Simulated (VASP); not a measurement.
Band structure of CuZn (CsCl type). These are PBE GGA with spin-orbit coupling, VASP's PBE PAW potentials (set 64) (plane waves; VASP) values and carry that method's errors.

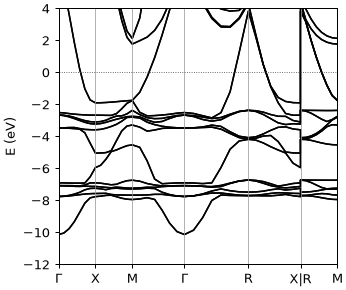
*Bands along high-symmetry lines, zero at the valence-band maximum or, without a gap, the Fermi level*

Task: Read the plot: is there a gap, and where are the band edges?

Result: It has no gap at this level: it comes out as a metal or semimetal.

The compound is CuZn in the CsCl type structure. It was relaxed first.
